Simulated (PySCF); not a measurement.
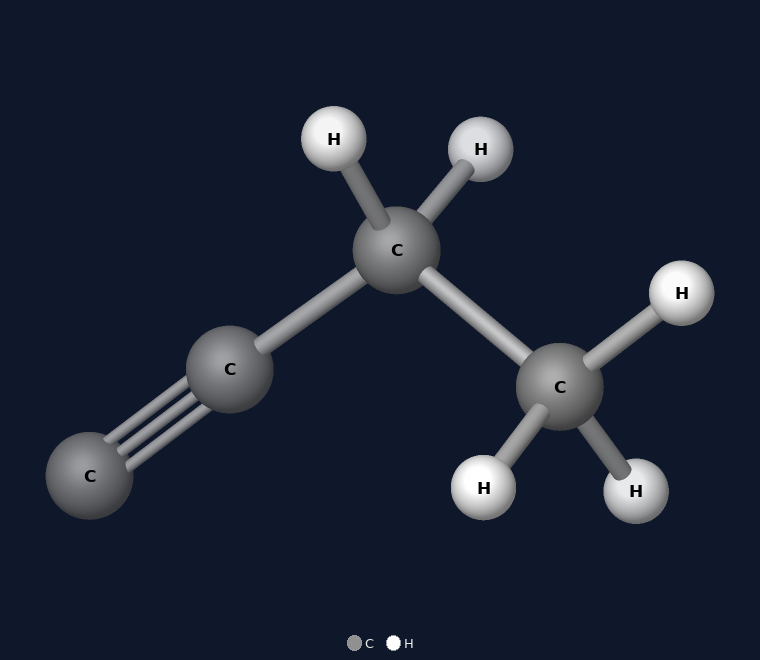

The species has charge −1 and is a spin singlet. The geometry was computed by an optimisation with PBE0-D3(BJ)/def2-SVP. No frequency run is at hand to confirm it as a minimum. Program: PySCF 2.14.0.

At this fixed geometry, give HOMO energy (eV) at these levels: B3LYP/pcJ-1; B3LYP/pcSseg-2; CAM-B3LYP/def2-SVPD; PBE0/pcSseg-1.

```json
{"level": "B3LYP/pcJ-1", "HOMO energy (eV)": "−0.13"}
{"level": "B3LYP/pcSseg-2", "HOMO energy (eV)": "−0.52"}
{"level": "CAM-B3LYP/def2-SVPD", "HOMO energy (eV)": "−2.03"}
{"level": "PBE0/pcSseg-1", "HOMO energy (eV)": "−0.37"}
```
